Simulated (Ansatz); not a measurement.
```xyz
13

B    -0.5393    2.0789    1.3542
O    -0.6358    1.2832    0.2652
C    -1.1189   -0.0557    0.3198
Sn    0.5286   -1.4703   -0.1463
B     1.4643   -0.7329   -2.0595
H    -0.0996    3.1969    1.1651
H    -0.8859    1.6654    2.4521
H    -1.5447   -0.2942    1.3190
H    -1.9059   -0.1802   -0.4518
H    -0.2091   -3.0351   -0.2735
H     1.5654   -1.4663    1.2415
H     0.8866   -0.9011   -3.1148
H     2.5147   -0.1237   -2.0560
```

Core potentials replace the inner electrons of Sn.

Theory: RKS PBE-D4/def2-SVP (Ansatz).

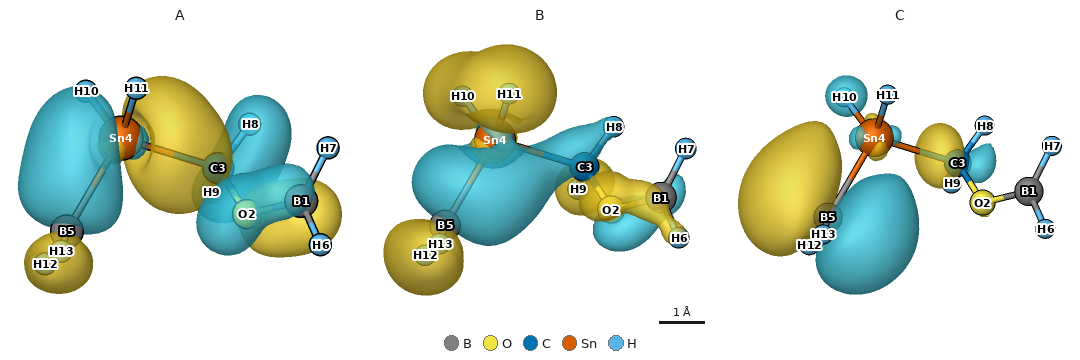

CH8B2OSn (SMILES BO[CH2][SnH2][BH2]). Three frontier orbitals at ±0.08 Å⁻³ᐟ² (yellow and cyan are the two phases), in no order.

Question: Order the three orbitals by energy and name them.

Answer: B is the HOMO−1 (−7.01 eV). It lies mainly on Sn4 (about 35 %), B5 (about 25 %), H11 (about 10 %), H10 (about 5 %) and O2 (about 5 %). A is the HOMO (−6.43 eV). By Hirshfeld shares it lies mainly on C3 (about 25 %), Sn4 (about 25 %), O2 (about 15 %) and B5 (about 10 %). C is the LUMO (−3.56 eV). Its weight (Hirshfeld) is mainly on B5 (about 65 %), Sn4 (about 15 %), H13 (about 5 %) and H12 (about 5 %).

Question: What is the HOMO–LUMO gap?

Answer: 2.87 eV between the orbital energies.
